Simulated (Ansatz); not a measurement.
Base system: GaS in the beta-GaS type structure (space group P6_3/mmc, No. 194; a = 3.5906 Å, c = 15.4487 Å; layered, stacked along the Cartesian z axis).

Perturbation: cell and atoms relaxed at a pressure of 15 GPa.

Calculations: PBE-D3(BJ) in Ansatz (plane waves to 420 eV, PAW, scalar-relativistic without spin-orbit coupling).

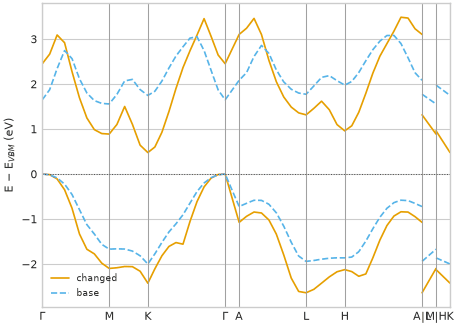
Highest valence and lowest conduction band along the path, each from its own valence-band maximum

### Question
From the figure, how large is the changed gap, and is it direct?

### Answer
About 0.5 eV, indirect, Γ → K.

Load acts through the strain it causes; cell and atoms are relaxed under it. No phonon test of stability was made. Competing high-pressure phases were not computed.

Ansatz is a quantum-chemistry and plane-wave program.
